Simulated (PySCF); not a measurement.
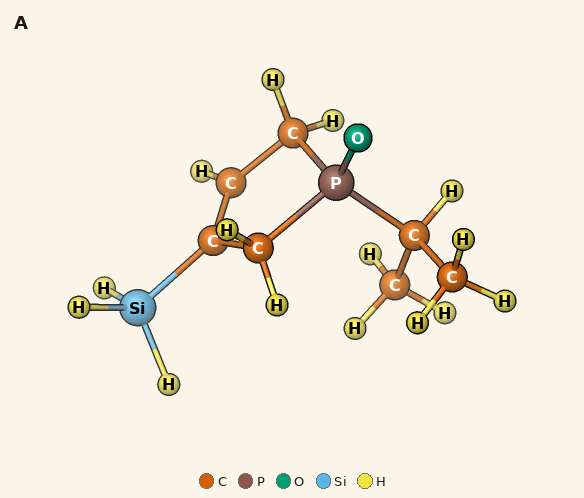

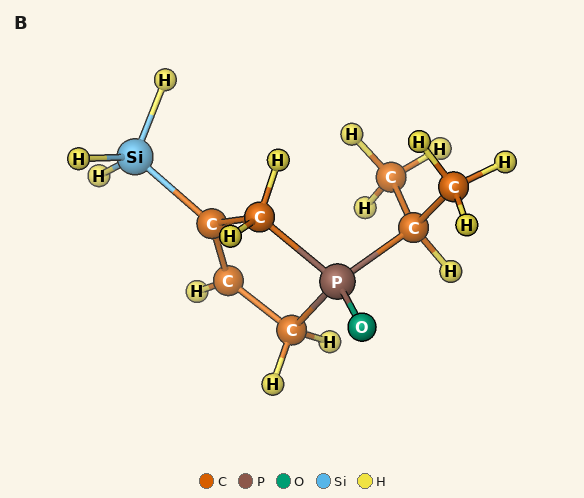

Atoms fade into the background with distance from the viewer. The computed structure is the end point of a PBE0-D3(BJ)/def2-SVP optimisation. No frequency run is at hand to confirm it as a minimum.

How are A and B related: the same structure turned, mirror images, conformers, diastereomers or constitutional isomers?

Answer. They are enantiomers, mirror images that no rotation superimposes: A is CC(C)[P@@]1(=O)CC=C([SiH3])C1 (R), B is CC(C)[P@]1(=O)CC=C([SiH3])C1 (S). Their energies are equal.
